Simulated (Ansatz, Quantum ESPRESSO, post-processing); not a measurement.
# Ballistic transmission: vacuum gap of 6.0 Å between two Na(110) faces, part 4 of 4

Wanted: the transmission near the Fermi level and the conductance of this junction: vacuum gap of 6.0 Å between two Na(110) faces.

Quantum ESPRESSO 7.5; plane-wave DFT, LDA, GBRV ultrasoft pseudopotentials; cross-check by Ansatz 0.2.0 with PAW datasets.

So far. Step 2 (Ground state): The run needed 11 iterations to bring the estimated error under 1e-07 Ry; the largest force on any atom, held or free, is 0.02 eV/Å. Step 3 (Transmission with pwcond.x): At no point does T exceed the number of channels.

## Step 5: Cross-check with Ansatz

As a check, the same structure is run in Ansatz.

Level of this step: plane-wave DFT, LDA, Ansatz PAW (Ansatz 0.2.0).

Contents of input.yaml:

```yaml
crystal:
  lattice:
    - [4.2, 0.0, 0.0]
    - [2.1, 2.969848481, 0.0]
    - [0.0, 0.0, 38.6683332908]
  atoms:
    - { symbol: Na, position: [0.0, 0.0, 0.0] }
    - { symbol: Na, position: [0.5, 0.0, 0.0768031158] }
    - { symbol: Na, position: [0.0, 0.0, 0.1536062317] }
    - { symbol: Na, position: [0.5, 0.0, 0.2304093475] }
    - { symbol: Na, position: [0.0, 0.0, 0.3072124634] }
    - { symbol: Na, position: [0.5, 0.0, 0.3840155792] }
    - { symbol: Na, position: [0.0, 0.0, 0.539181305] }
    - { symbol: Na, position: [0.5, 0.0, 0.6159844208] }
    - { symbol: Na, position: [0.0, 0.0, 0.6927875366] }
    - { symbol: Na, position: [0.5, 0.0, 0.7695906525] }
    - { symbol: Na, position: [0.0, 0.0, 0.8463937683] }
    - { symbol: Na, position: [0.5, 0.0, 0.9231968842] }
kpoints:
  mp_grid: { grid: [7, 8, 1] }
hamiltonian:
  xc: lda
scf:
  occupations: { method: fermi_dirac, width: 0.1 }
  convergence: { dr2_threshold: 1.0e-08 }
output:
  transmission: { leads: [[0, 2]], e_range: [-0.4, 0.4], de: 0.4, kmesh: [10, 10] }
  write_potential: true
  write_density: true
  volumetric_format: npy
  elf: true
```

Started as:

```bash
$ ansatz run input.yaml --threads 2 --pin off --max-ram 4096MiB --backend cpu --events-out ev --progress --plain --runs-dir out
```

Numbers of over 12 decimals in the logs are rounded to 6 here.

The log of the run:

```text
Warning: crystal.symmetry: narrowed to the stabiliser of the k-point mesh — unitary ops 8 → 4; excluded 4 operations that carry a point of the 7×8×1 mesh (shift [0, 0, 0]) off the mesh (the run samples exactly the mesh kpoints.mp_grid names, as under crystal.symmetry.detect: false, and its converged state has the mesh's symmetry, not the crystal's; ε∞, the Born charges and the force constants of a linear response (`dielectric:` by the response, `phonons.method: dfpt`) are averaged over those of the crystal's operations that the state keeps within a tolerance, where `mesh_tensors`, `unaveraged_element` or `gamma_mean_max_change_ev_ang2` stands beside them; [rest of the remark cut]
Engine: ansatz 0.2.0, aarch64-unknown-linux-gnu
Pseudopotentials: kind: paw
Pseudopotential: Na, paw, valence charge 9, recommended cutoff 420 eV (normal), Na.paw.azcp
Functional definition: SPW92
  exchange = slater_x
  correlation = pw_c
Crystal: 12 atoms, lattice volume = 482.324 Å³
Basis set: ecut = 420 eV, 9255 PW (Γ)
Bands: 66, of which v1, the nominal top of the filled ones, is band 54 counted from 1 (53 counted from 0)
Symmetry: 4 space group operations
k-points: 29 of 56
Non-local potential: Na, projectors of the file, l = 0: 3, l = 1: 2, l = 2: 1
PAW form: soft (Blöchl's): semilocal exchange-correlation on the pseudo side does not see the compensation charge
PAW frozen core: Na, regenerated for the run's functional, and the local potential with it (the file was generated under x = pbe(κ = 0.804, μ = 0.219515), c = pbe(β = 0.066725))
PAW one-centre angular grid: Na, 110 points (default); XC on 64 Gauss nodes
Initial density: superposition of atomic densities (neutral atoms: chi_scale 0, normalization atom), corrected by the library's trained network
Initial wavefunctions: pseudopotential atomic-orbital guess
Functional: x = slater, c = lda
SCF iter   1: F=—  HF=-17599.028424 eV  |F-HF|=—  |Δ(HF+E_count)|=         —  Δρ=5.53e-3  dr2=4.40e0  ethr=1.77e-3  ⟨swp⟩=10.0  Hψ=7869  notcnv=0  defer=9
preconditioner: auto → LDOS  [metal: Δε(μ)=0.022 eV  Ē_g=3.143 eV  σ=0.100 eV  W_gap=0.06  n_scr=84 (ndim 8)  ℏωp=5.9 eV  f_vac=0.075  D(μ)=6.07/eV (n_scr^D=18)  β→1.0]
SCF iter   2: F=—  HF=-17598.937921 eV  |F-HF|=—  |Δ(HF+E_count)|=   9.05e-2  Δρ=4.07e-3  dr2=4.42e-2  ethr=1.77e-3  ⟨swp⟩=3.3  Hψ=3278  notcnv=0  defer=3
SCF iter   3: F=—  HF=-17598.914320 eV  |F-HF|=—  |Δ(HF+E_count)|=   2.36e-2  Δρ=1.63e-3  dr2=6.62e-3  ethr=4.09e-5  ⟨swp⟩=2.0  Hψ=3603  notcnv=0  defer=4
SCF iter   4: F=—  HF=-17598.909969 eV  |F-HF|=—  |Δ(HF+E_count)|=   4.35e-3  Δρ=1.71e-4  dr2=2.38e-4  ethr=6.13e-6  ⟨swp⟩=2.0  Hψ=3314  notcnv=0  defer=4
SCF iter   5: F=—  HF=-17598.909916 eV  |F-HF|=—  |Δ(HF+E_count)|=   5.38e-5  Δρ=1.60e-5  dr2=5.90e-6  ethr=2.20e-7  ⟨swp⟩=2.1  Hψ=3193  notcnv=0  defer=4
SCF iter   6: F=—  HF=-17598.909968 eV  |F-HF|=—  |Δ(HF+E_count)|=   5.29e-5  Δρ=3.20e-6  dr2=1.65e-7  ethr=5.46e-9  ⟨swp⟩=1.9  Hψ=2050  notcnv=0  defer=3
SCF iter   7: F=—  HF=-17598.909969 eV  |F-HF|=—  |Δ(HF+E_count)|=   2.18e-8  Δρ=2.51e-6  dr2=1.92e-8  ethr=9.26e-12  ⟨swp⟩=8.1  Hψ=7566  notcnv=0
SCF iter   8: F=-17598.909969 eV  HF=-17598.909969 eV  |F-HF|=2.11e-10  |Δ(HF+E_count)|=   9.09e-9  Δρ=4.19e-7  dr2=1.51e-9  ethr=9.26e-12  ⟨swp⟩=3.0  Hψ=3663  notcnv=0
SCF 1 converged in 8 iterations: F = -17598.909969 eV  dr2 = 1.51e-9
  greatest PAW one-centre occupation: 0.999 electrons in one spin orbital (limit 2), on the Na atom at site 10 (counted from 0), in its partial waves of l = 0
transmission: 255 of 2548 steps passed
transmission: 510 of 2548 steps passed
[...]
transmission: 2548 of 2548 steps passed
SCF converged after 8 iterations
Free energy (F): -17598.909969 eV
Harris-Foulkes:  -17598.909969 eV  (|F-HF|=2.11e-10)
Internal energy: -17598.712847 eV  (E = F + TS)
E sigma→0 (E₀):  -17598.811408 eV
Entropy (-TS):   -0.197122 eV (-16.427 meV/atom)
Fermi energy:    1.252307 eV
--- Per-component energies (eV) ---
  E_band       = -2942.903693
  E_kinetic    = 1439.604861
  E_local      = -20900.258049  (includes V_loc(G=0)·N_el)
  E_nonlocal   = 1399.061165
  E_hartree    = 8092.702877
  E_xc         = -446.738505
  E_vxc        = -581.271030  (∫ρ·V_xc dr)
  E_paw        = -2936.183010  (= ΣΔE_a)
  E_vpaw       = -485.445971  (= ΣTr[D̂ρ^β])
  E_aug_tail   = -0.000176  (compensation charges beyond the density's cutoff)
  E_ewald      = -4248.592691
  E_core_change = 1.690680  (= ΣΔE_core)
  E_smearing   = -0.197122  (= −TS)
  E_closure    = 0.000000  (closes the sum)
  Σ components = -17598.909969   (vs F -17598.909969, Δ=0.00e0)
--- Band table (eV; the first three rows and the last of 29) ---
  k-point 0: bands = [... 50 lower, -1.8063, -1.6109, -1.3917, -1.0674, -0.7709, -0.3156, 0.0237, 0.6433, ... 8 higher]
  k-point 1: bands = [... 50 lower, -1.5328, -1.3384, -1.1201, -0.7973, -0.5020, -0.0486, 0.2893, 0.9066, ... 8 higher]
  k-point 2: bands = [... 50 lower, -0.7208, -0.5291, -0.3135, 0.0051, 0.2969, 0.7445, 1.0786, 1.6882, ... 8 higher]
  k-point 28: bands = [... 50 lower, 1.4113, 1.5102, 1.5852, 1.5924, 1.7014, 1.7937, 1.8786, 2.0482, ... 8 higher]
--- Transmission ---
  basis      : 103 plane waves across, 49 finite elements along
  points     : 52, standing for a mesh of 10 x 10
  energies   : 3 from -0.400000 to 0.400000 eV about the Fermi level, 0.400000 eV apart; the leads are filled to 0.000000 eV, and channels, transmission and decay are at 0.000000 eV
  crystal 0  : Na2, at the sites [0, 2], period 5.9397 Å, over 35.64 Å; its Hamiltonian steps by up to 5.7 meV
    offset         : up to 0.0000 Å between an atom of the period and one for which it stands
    channels       : 9.100000e-1 a spin
    conductance    : none, the energies end too early or step too widely for 300 K: set another output.transmission.e_range or a lower de, or, where they end at an eighth of basis.ecutwfc, a higher one
    slowest decay  : 0.2549 /Å at (0.1000, 0.5000)
  junction   : crystal 0 to crystal 0, 1.48 to 34.21 Å
    transmission   : 1.258906e-1 a spin
    conductance    : none, the energies end too early or step too widely for 300 K: set another output.transmission.e_range or a lower de, or, where they end at an eighth of basis.ecutwfc, a higher one
```

Wall time 4.2 min (2 threads of Arm Neoverse N1, shared host); peak memory 1 GiB.

Read from the output:

```
free energy                                  : -17598.9100 eV
energy at zero smearing                      : -17598.8114 eV
smearing term TS                             : 0.1971 eV
Fermi energy                                 : 1.252 eV
symmetry operations                          : 4
transmission at the Fermi level, one spin    : 0.1259
lead channels at the Fermi level, one spin   : 0.91
step of the lead's Hamiltonian over a period : 5.7 meV
```

Per spin; mean over the k mesh across the current. Table of transmission, zone mean by energy, zero at the Fermi level:

| energy (eV) | transmission, zone mean |
| --- | --- |
| -0.400 | 0.0779 |
| 0.000 | 0.126 |
| 0.400 | 0.199 |

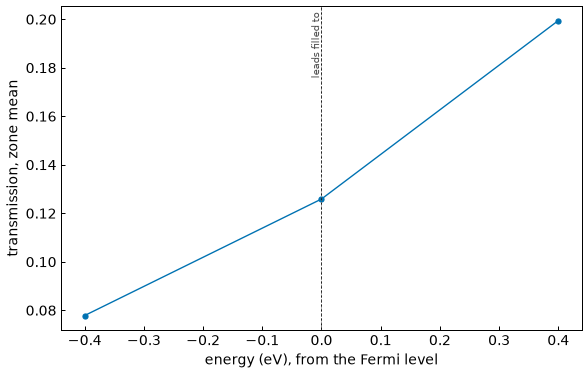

Transmission, zone mean, plotted against energy.

Per spin; mean over the k mesh across the current. The open channels, zone mean by energy, zero at the Fermi level:

| energy (eV) | open channels, zone mean |
| --- | --- |
| -0.400 | 0.73 |
| 0.000 | 0.91 |
| 0.400 | 0.95 |

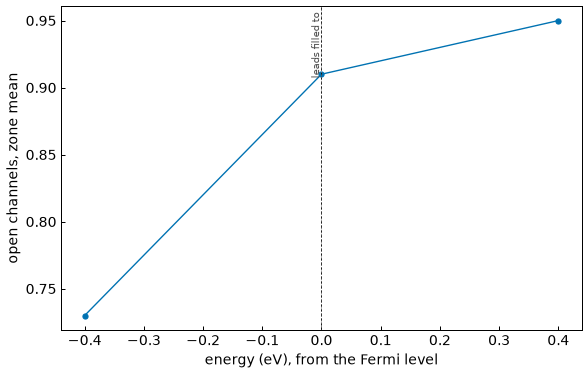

Open channels, zone mean against energy.

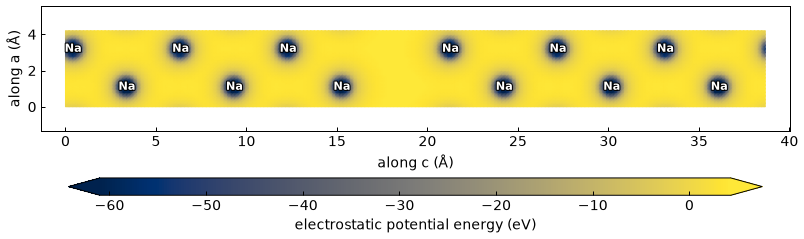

Electrostatic potential energy in the ca plane at fractional y = 0.000, with atoms of Na within 0.2 Å of it. With pseudopotentials it is smooth inside the atoms' cores, unlike the true potential. The map starts off the cell's origin, so that atoms lie inside it.

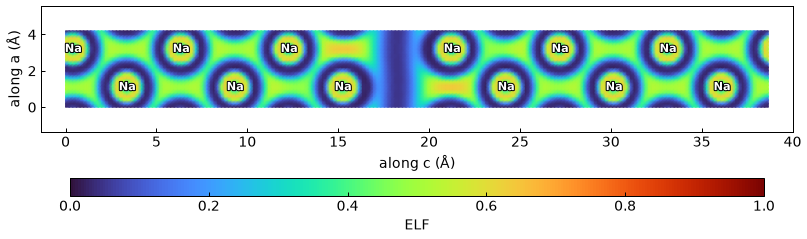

ELF in the ca plane at fractional y = 0.000, with atoms of Na within 0.2 Å of it. It is the smooth field of the valence electrons, not physical close to the nuclei. The map starts off the cell's origin, so that atoms lie inside it.

Ansatz finds T = 0.126 against pwcond's 0.124.

## Step 6: All levels side by side

All levels:

| step | T at the Fermi level (per spin) | conductance (G0) | r.m.s. T(E) from the first | CPU time of the step (s) | peak memory (GiB) |
| --- | --- | --- | --- | --- | --- |
| Ansatz | 0.1259 | - | 0 | 431.4 | 1.022 |
| pwcond | 0.1242 | 0.1242 | 0.002462 | 1150 | 0.26 |
| pwcond, changed setting | 0.1242 | 0.1242 | 0.002026 | 1042 | 0.26 |

Per spin; mean over the k mesh across the current. Table of transmission, zone mean by energy, zero at the Fermi level:

| energy (eV) | Ansatz | pwcond | pwcond, changed setting |
| --- | --- | --- | --- |
| -0.400 | 0.0779 | 0.0746 | 0.0758 |
| 0.000 | 0.126 | 0.124 | 0.124 |
| 0.400 | 0.199 | 0.197 | 0.197 |

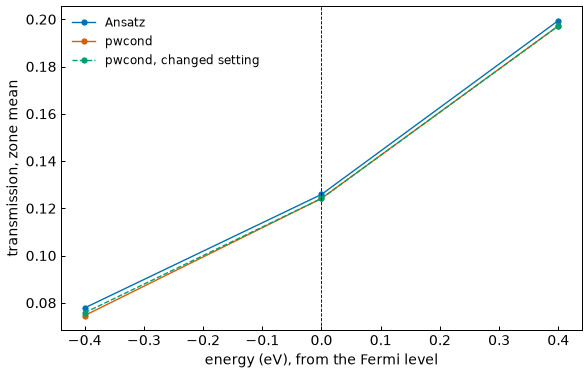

Transmission, zone mean, plotted against energy.

## Step 7: By hand

The Landauer sum over the mesh, Σ w T = 0.0400 × 0.484 + 0.0400 × 0.337 + 0.0400 × 0.322 + … = 0.1242.

G = 0.124 × 77.48 µS = 9.62 µS a cell. Times the area of 12.473 Å², the resistance-area product is A/G = 13.0 fΩ m², the leads' contact resistance included.

Free electrons at 1 an atom (2 atoms in 74.1 Å³) have k_F = 0.928 1/Å and offer A k_F²/4π = 0.85 channels per spin; the lead has 0.91 on this mesh.

## Step 8: What came out

| Item | Value |
| --- | --- |
| conductance from T at the Fermi level, a cell (G₀ = 2e²/h) | 0.124 G₀ |
| conductance per area | 77.1 S/μm² |
| lead channels per spin | 0.91 |
| the same conductance by Ansatz | 0.126 G₀ |

In words: The junction conducts 0.124 G₀ a cell at the Fermi level (LDA, GBRV ultrasoft). At the Fermi level the junction passes 14 % of what the leads offer. At the Fermi level pwcond and Ansatz differ by 1.3 %, a close match. Points with over 2.5 times the mean carry 55 % of T, so the mean leans on few points, and the mesh was not tested. Over -0.4 to 0.4 eV, T lies between 0.075 and 0.20 per spin. The geometry is as built, not relaxed, and the leads are short. Semilocal functionals lack the image potential in a vacuum gap.

[Logs are printed without paths, hosts, clocks, repeated set-up lines and the standing remarks that a program may print on its own settings, such as how far it seeks lower states.]

[Hosts, paths, dates, database ids (printed as entryN), source tags and the programs' standing remarks are cut or masked in the printed files.]

[Maps of the electrostatic potential energy from Ansatz leave out the sawtooth potential of an applied field or a dipole correction, so their vacuum need not be flat; planar profiles and work functions include it.]
